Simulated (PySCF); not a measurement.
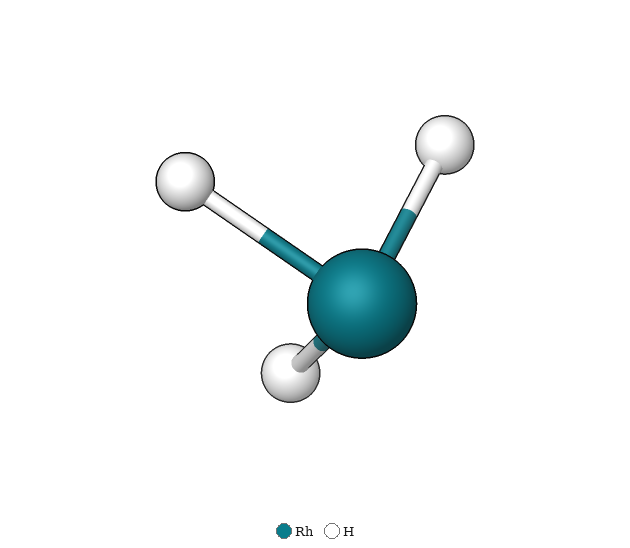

A molecule with one transition-metal atom. The species is neutral and a spin singlet. Computed geometry: PBE0/x2c-TZVP (spin-free X2C) optimisation.

**Describe the coordination sphere.**

Rh binds 3 atoms: 3 H at 1.51 Å. The arrangement is trigonal pyramidal.

**Give the formal oxidation state and the d-electron count.**

Rh(III), d⁶, counting the ligands as closed-shell ions or neutral donors.

The search tried a few shapes and spins; others may lie lower.
